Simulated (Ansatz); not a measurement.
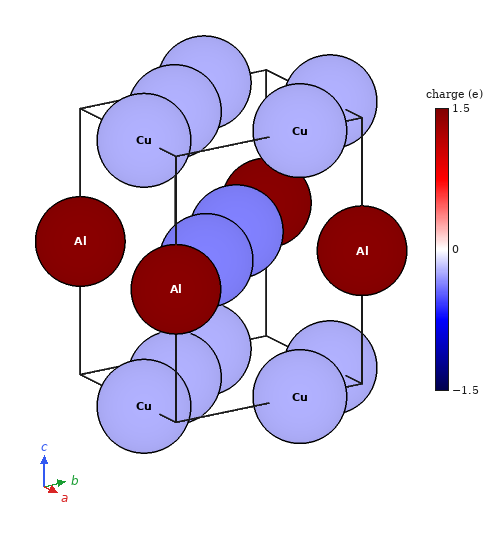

Spheres-only drawing of the structure, looking slightly off an axis. The parallelepiped is the simulation cell. The atoms of this AlCu5 cell are coloured by their Bader charge.

Computational set-up: DFT PBE, scalar-relativistic, plane waves, PAW in Ansatz 0.2.0, a kinetic-energy cutoff of 420 eV, Brillouin-zone sampling on a 12×12×10 mesh, Gaussian smearing of 0.1 eV, no spin polarisation.

> Summarise the charge transfer.

Most positive: Al; most negative: Cu. Charges: about Al +1.4 e; Cu -0.4 to -0.2 e.

Provenance: a structure type filled with these elements by a generator (whether the compound takes this form wasn't checked). Earlier steps of the study, as a rule a relaxation of our own, may have changed the cell and positions, so they can lie some per cent off the listed ones. An electronic-structure calculation with Ansatz was run on it.
